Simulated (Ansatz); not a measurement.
**CH2BN− (SMILES [BH2-]C#N): the energy, rung by rung**

CH2BN− has 5 atoms, charge -1, and is taken as a doublet. SMILES: `[BH2-]C#N`. Geometry: relaxed at GFN2-xTB.

```csv
atom,x (Å),y (Å),z (Å)
B,-0.4793,0.2013,-0.2464
C,0.7401,-0.3109,0.3812
N,1.7294,-0.7275,0.8900
H,-0.8894,-0.2717,-1.2810
H,-1.1008,1.1089,0.2562
```

Quantity: the energy change with the B1–C2 bond stretched from 1.464 to 2.928 Å, in eV. The values are calculated.

| level | kind | program | value (eV) | less CCSDT/STO-3G | CPU time (all runs) |
| --- | --- | --- | --- | --- | --- |
| UHF/STO-3G | Hartree–Fock | Ansatz | 4.79 | -0.10 | 0.34 s |
| USVWN5/STO-3G | LDA | Ansatz | 5.65 | +0.76 | 2.7 s |
| U-revPBE/STO-3G | GGA | Ansatz | 4.90 | +0.01 | 4.8 s |
| UBLYP/STO-3G | GGA | Ansatz | 4.76 | -0.13 | 4.5 s |
| UBHLYP/STO-3G | global hybrid | Ansatz | 5.06 | +0.17 | 3.4 s |
| U-wB97X/STO-3G | range-separated hybrid | Ansatz | 5.12 | +0.23 | 18 s |
| UHSE06/STO-3G | range-separated hybrid | Ansatz | 5.29 | +0.40 | 6.3 s |
| UB2PLYP/STO-3G | double hybrid | Ansatz | 4.88 | -0.01 | 4 s |
| RPA@PBE/STO-3G | RPA | Ansatz | 4.16 | -0.73 | 6.3 s |
| UCCSDT/STO-3G | coupled cluster or CI | Ansatz | 4.89 | 0.00 | 2.8 s |

UCCSDT/STO-3G is the highest level here, not the true value. At this stretch a single reference begins to fail. Sets without diffuse functions describe the anion poorly. The first shape isn't each level's own minimum. The values span 4.16 to 5.65 eV. Spin contamination of the reference (⟨S²⟩ at least 0.1 too high) touches UHF/STO-3G, UCCSDT/STO-3G. All rows use very small basis sets, so none should be taken for the real molecule's value. Times are those of the runs behind each value, whatever else they computed, on shared processors of several kinds: orders of magnitude only.

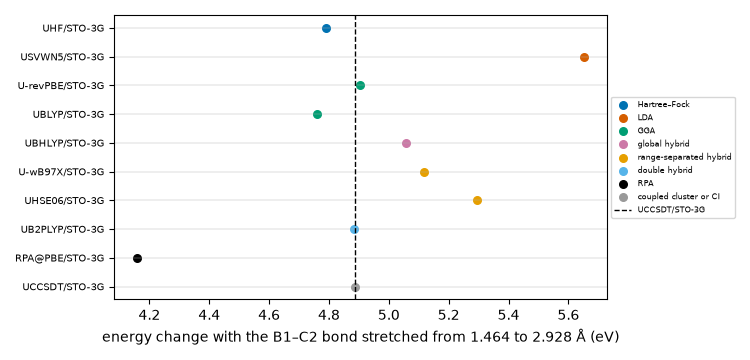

The values of the table, level by level.
